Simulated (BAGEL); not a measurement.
**Si3H8 (trisilane): HF/STO-3G (density fitting with cc-pvqz-jkfit)**

What is the vertical singlet–triplet gap of Si3H8 (trisilane) at HF/STO-3G (density fitting with cc-pvqz-jkfit)? 

The calculation is run with BAGEL 1.2.2.

1 further run of the same task is left out (set aside as unsound or not needed).

## Step 1: The molecule

Si3H8 has 11 atoms, charge 0, and is taken as a singlet. SMILES: `[SiH3][SiH2][SiH3]`. Geometry: relaxed at PBE0-D4/def2-TZVP.

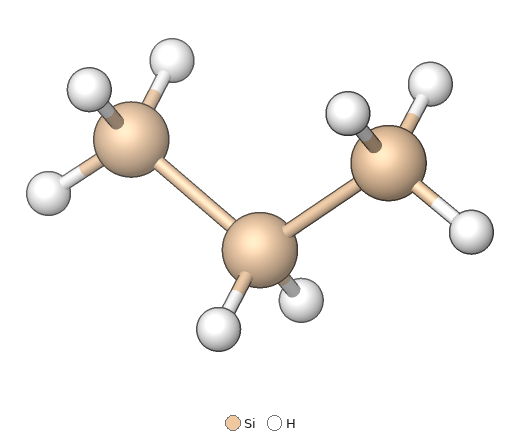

The structure, seen from a chosen angle (silicon light orange, hydrogen white).

## Step 2: The energy at HF/STO-3G (density fitting with cc-pvqz-jkfit)

The input, calc.json:

```json
{ "bagel" : [

{
  "title" : "molecule",
  "basis" : "sto-3g",
  "df_basis" : "cc-pvqz-jkfit",
  "angstrom" : "true",
  "geometry" : [
    { "atom" : "Si", "xyz" : [   -1.292570,    1.366730,   -0.525270 ] },
    { "atom" : "Si", "xyz" : [   -0.462570,   -0.807300,   -0.296320 ] },
    { "atom" : "Si", "xyz" : [    1.631930,   -0.774400,    0.742750 ] },
    { "atom" : "H", "xyz" : [   -2.625850,    1.367720,   -1.185120 ] },
    { "atom" : "H", "xyz" : [   -0.354030,    2.180440,   -1.344070 ] },
    { "atom" : "H", "xyz" : [   -1.422540,    2.000090,    0.814640 ] },
    { "atom" : "H", "xyz" : [   -0.343400,   -1.440160,   -1.640160 ] },
    { "atom" : "H", "xyz" : [   -1.410380,   -1.620800,    0.516390 ] },
    { "atom" : "H", "xyz" : [    1.515950,   -0.154940,    2.090430 ] },
    { "atom" : "H", "xyz" : [    2.583820,    0.031780,   -0.068050 ] },
    { "atom" : "H", "xyz" : [    2.179610,   -2.149160,    0.894770 ] }
  ]
},
{
  "title" : "hf"
},
{
  "title" : "print",
  "file" : "orbitals.molden",
  "orbitals" : "true"
}

]}
```

Launch:

```sh
$ BAGEL_NUM_THREADS=1 BAGEL calc.json > calc.out
```

Output:

```text
* using 1 threads per process

  ===============================================================
  ===============================================================

  *** Geometry ***

  { "atom" : "Si", "xyz" : [     -2.442603,      2.582745,     -0.992616 ] },
  { "atom" : "Si", "xyz" : [     -0.874131,     -1.525576,     -0.559964 ] },
  { "atom" : "Si", "xyz" : [      3.083901,     -1.463404,      1.403594 ] },
  { "atom" : "H", "xyz" : [     -4.962137,      2.584616,     -2.239552 ] },
  { "atom" : "H", "xyz" : [     -0.669020,      4.120434,     -2.539924 ] },
  { "atom" : "H", "xyz" : [     -2.688211,      3.779622,      1.539446 ] },
  { "atom" : "H", "xyz" : [     -0.648932,     -2.721508,     -3.099453 ] },
  { "atom" : "H", "xyz" : [     -2.665232,     -3.062868,      0.975836 ] },
  { "atom" : "H", "xyz" : [      2.864730,     -0.292794,      3.950340 ] },
  { "atom" : "H", "xyz" : [      4.882712,      0.060055,     -0.128596 ] },
  { "atom" : "H", "xyz" : [      4.118866,     -4.061324,      1.690870 ] },

  Number of auxiliary basis functions:      852

  Since a DF basis is specified, we compute 2- and 3-index integrals:
    o Being stored without compression. Storage requirement is 0.008 GB

  Number of basis functions:       35
  Number of electrons      :       50

    * METHOD: MOLECULE                             0.67

  *** RHF ***

  === Nuclear Repulsion ===
   193.1178371177

      * DIIS with orbital gradients will be used.

  === RHF iteration (sto-3g) ===
      0       -861.45508092          0.00567423           0.07
      1       -861.47706075          0.00118413           0.07
      2       -861.47806010          0.00024026           0.07
      3       -861.47810573          0.00001225           0.07
      4       -861.47810584          0.00000235           0.07
      5       -861.47810584          0.00000042           0.07
      6       -861.47810584          0.00000007           0.07
      7       -861.47810584          0.00000001           0.07
    * SCF iteration converged.

    * Permanent dipole moment:
           (    0.027301,     0.047581,     0.017384) a.u.

    * METHOD: HF                                   0.69

    * METHOD: PRINT                                0.00

  ===============================================================
```

Wall time 1.5 s (1 thread of Arm Neoverse V2, shared host).

## Step 3: The triplet, same level

The input, job.json:

```json
{ "bagel" : [

{
  "title" : "molecule",
  "basis" : "sto-3g",
  "df_basis" : "cc-pvqz-jkfit",
  "angstrom" : true,
  "geometry" : [
    { "atom" : "Si", "xyz" : [      -1.292570,       1.366730,      -0.525270 ] },
    { "atom" : "Si", "xyz" : [      -0.462570,      -0.807300,      -0.296320 ] },
    { "atom" : "Si", "xyz" : [       1.631930,      -0.774400,       0.742750 ] },
    { "atom" : "H", "xyz" : [      -2.625850,       1.367720,      -1.185120 ] },
    { "atom" : "H", "xyz" : [      -0.354030,       2.180440,      -1.344070 ] },
    { "atom" : "H", "xyz" : [      -1.422540,       2.000090,       0.814640 ] },
    { "atom" : "H", "xyz" : [      -0.343400,      -1.440160,      -1.640160 ] },
    { "atom" : "H", "xyz" : [      -1.410380,      -1.620800,       0.516390 ] },
    { "atom" : "H", "xyz" : [       1.515950,      -0.154940,       2.090430 ] },
    { "atom" : "H", "xyz" : [       2.583820,       0.031780,      -0.068050 ] },
    { "atom" : "H", "xyz" : [       2.179610,      -2.149160,       0.894770 ] }
  ]
},

{
  "title" : "uhf",
  "nopen" : 2
},

{
  "title" : "print",
  "file" : "orbitals.molden",
  "orbitals" : true
}

]}
```

Launch:

```sh
$ BAGEL_NUM_THREADS=1 BAGEL job.json > job.out
```

Output:

```text
* using 1 threads per process

  ===============================================================
  ===============================================================

  *** Geometry ***

  { "atom" : "Si", "xyz" : [     -2.442603,      2.582745,     -0.992616 ] },
  { "atom" : "Si", "xyz" : [     -0.874131,     -1.525576,     -0.559964 ] },
  { "atom" : "Si", "xyz" : [      3.083901,     -1.463404,      1.403594 ] },
  { "atom" : "H", "xyz" : [     -4.962137,      2.584616,     -2.239552 ] },
  { "atom" : "H", "xyz" : [     -0.669020,      4.120434,     -2.539924 ] },
  { "atom" : "H", "xyz" : [     -2.688211,      3.779622,      1.539446 ] },
  { "atom" : "H", "xyz" : [     -0.648932,     -2.721508,     -3.099453 ] },
  { "atom" : "H", "xyz" : [     -2.665232,     -3.062868,      0.975836 ] },
  { "atom" : "H", "xyz" : [      2.864730,     -0.292794,      3.950340 ] },
  { "atom" : "H", "xyz" : [      4.882712,      0.060055,     -0.128596 ] },
  { "atom" : "H", "xyz" : [      4.118866,     -4.061324,      1.690870 ] },

  Number of auxiliary basis functions:      852

  Since a DF basis is specified, we compute 2- and 3-index integrals:
    o Being stored without compression. Storage requirement is 0.008 GB

  Number of basis functions:       35
  Number of electrons      :       50

    * METHOD: MOLECULE                             0.69

  *** Open-shell HF ***

  === Nuclear Repulsion ===
   193.1178371177

      * DIIS with orbital gradients will be used.

  === UHF iteration (sto-3g) ===
      0       -861.06799506          0.01197715           0.13
      1       -861.11513560          0.00376168           0.14
      2       -861.12287648          0.00137646           0.14
      3       -861.12536287          0.00039923           0.14
      4       -861.12587283          0.00011355           0.14
      5       -861.12602920          0.00004225           0.14
      6       -861.12606623          0.00001743           0.13
      7       -861.12607191          0.00000711           0.13
      8       -861.12607287          0.00000240           0.14
      9       -861.12607294          0.00000216           0.14
     10       -861.12607295          0.00000228           0.14
     11       -861.12607293          0.00000143           0.14
     12       -861.12607295          0.00000031           0.14
     13       -861.12607295          0.00000015           0.14
     14       -861.12607295          0.00000011           0.14
     15       -861.12607295          0.00000005           0.14
     16       -861.12607295          0.00000001           0.14
     17       -861.12607295          0.00000001           0.14
    * SCF iteration converged.

    * S^2 (UHF) is 2.0073

    * Permanent dipole moment:
           (    0.126259,     0.220389,     0.080879) a.u.

    * METHOD: UHF                                  2.64

    * METHOD: PRINT                                0.00

  ===============================================================
```

Wall time 3.6 s (1 thread of Arm Neoverse V2, shared host).

## Step 4: What came out

Level: HF/STO-3G (density fitting with cc-pvqz-jkfit).

| quantity | value |
| --- | --- |
| singlet: total energy | -861.47811 Eh |
| singlet: dipole moment | 0.15 D |
| singlet: HOMO energy | -8.02 eV |
| singlet: LUMO energy | 10.25 eV |
| singlet: HOMO–LUMO gap | 18.26 eV |
| triplet: total energy | -861.12607 Eh |
| triplet: dipole moment | 0.68 D |
| triplet: ⟨S²⟩ | 2.007 |
| vertical energy of the triplet above the singlet | 9.579 eV |

What this shows: At this shape the triplet lies 9.58 eV (924 kJ/mol) above the singlet. In a minimal basis such a difference can be off by several eV, whatever the method.
